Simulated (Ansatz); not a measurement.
**F₄H₄NOTa: density, localisation and related maps**

```yaml
atoms:
  - { symbol: Ta, position_ang: [-0.0197, 0.0043, 0.3915] }
  - { symbol: F, position_ang: [1.7894, 0.6389, 0.3850] }
  - { symbol: F, position_ang: [0.0222, 0.1039, 2.3038] }
  - { symbol: F, position_ang: [0.2860, -0.6857, -1.3689] }
  - { symbol: O, position_ang: [-0.9300, 1.5884, -0.0145] }
  - { symbol: H, position_ang: [-1.3772, 2.4180, -0.2249] }
  - { symbol: F, position_ang: [-1.4860, -1.2159, 0.5485] }
  - { symbol: N, position_ang: [1.1403, -1.9757, 0.9005] }
  - { symbol: H, position_ang: [0.9874, -2.7061, 0.1919] }
  - { symbol: H, position_ang: [0.8687, -2.3585, 1.8164] }
  - { symbol: H, position_ang: [2.1513, -1.7825, 0.9330] }
```

Core potentials replace the inner electrons of Ta.

All numbers below come from Ansatz 0.2.0, RKS PBE-D4/def2-SVP.

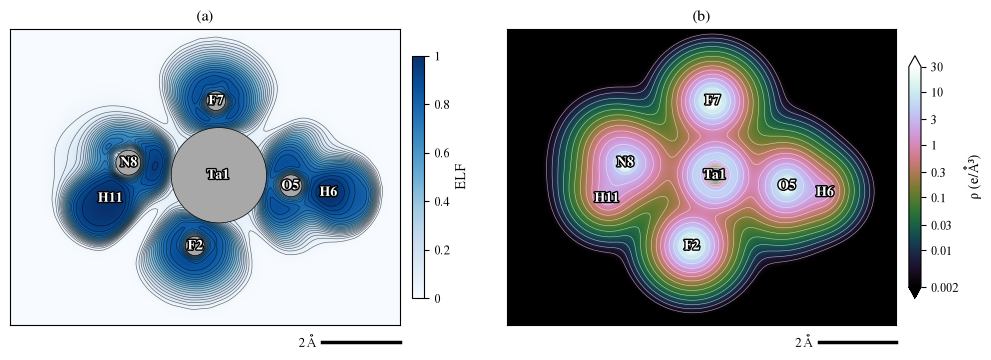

Figure 1. (a) ELF; (b) electron density on the plane of atoms O5, Ta1 and F7. Grey discs cover the atomic cores in the ELF map.

What do the fields say about this system?

The section cuts through Ta, F, O, H and N sites.
Ta–O (1.87 Å): ρ at the midpoint is about 1 e/Å³; the ELF peaks at about 0.80 in the valence shell of O, 0.5 Å from its nucleus, and drops to about 0.20 between the two atoms.
Ta–F (1.91 Å): ρ at the midpoint is about 0.92 e/Å³; the ELF peaks at about 0.85 in the valence shell of F, 0.5 Å from its nucleus, and drops to about 0.20 between the two atoms.
Ta–N (2.35 Å): the density is about 0.41 e/Å³ at the midpoint; the ELF peaks at about 0.95 in the valence shell of N, 0.7 Å from its nucleus, and is about 0.20 at the midpoint.
O–H (0.97 Å): the density is about 3.6 e/Å³ at the midpoint; the ELF climbs to about 1 towards the hydrogen, as it does in any bond to H (a covalent bond by its length).
N–H (1.03 Å): the density is about 2.8 e/Å³ at the midpoint; the ELF climbs to about 1 towards the hydrogen (an ordinary covalent bond to hydrogen).

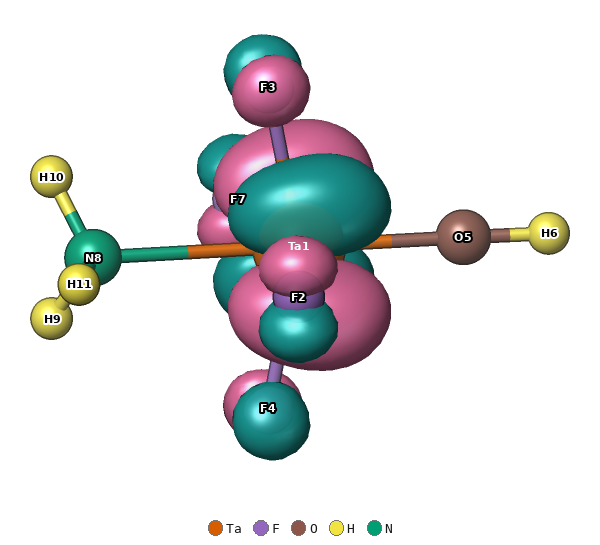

Figure 2. The LUMO at ±0.15 Å⁻³ᐟ² (teal and pink are the two phases), seen at a tilt.

Where does this orbital lie, and at what energy?

By Hirshfeld shares it lies mainly on Ta1 (about 70 %), F3 (about 5 %), F4 (about 5 %), F2 (about 5 %) and F7 (about 5 %). Its energy is −1.85 eV.
